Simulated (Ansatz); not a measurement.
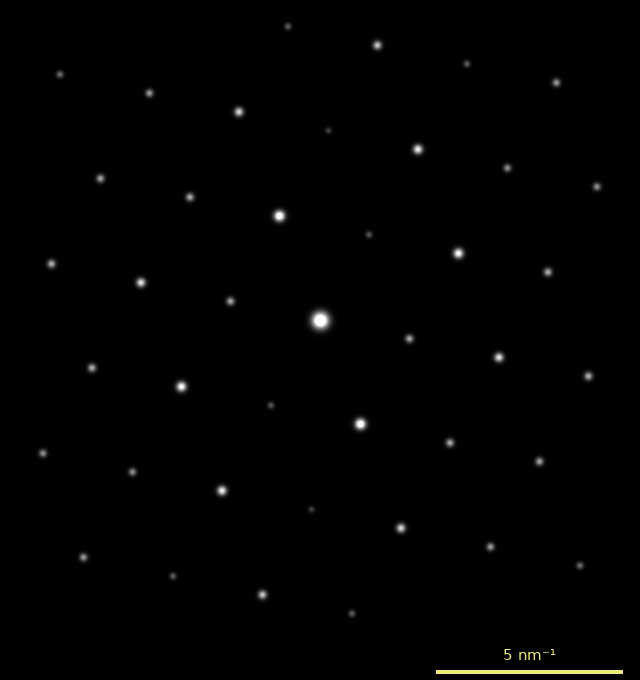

Computed electron diffraction pattern, 100 kV, single scattering only, B = 0.5 Å².

Q: Read the repeat vectors of the pattern off the scale bar.

A: The spots form an oblique net whose two shortest vectors correspond to d = 4.06 Å and 3.77 Å, 72.0° apart.

Q: What is the point symmetry of the pattern, intensities included?

A: 2. A zero-layer kinematic pattern is always centrosymmetric (Friedel's law).

Q: Which crystal and zone produced it?

A: This cannot be fixed from one zone alone; the pattern is [100] of Bi, space group R-3m (No. 166), a = 4.58 Å, c = 12.18 Å (hexagonal axes). The net vectors are 0 0 3 and 0 -1 1 (weak). Structure: the input geometry of an electronic-structure calculation (not necessarily at equilibrium).
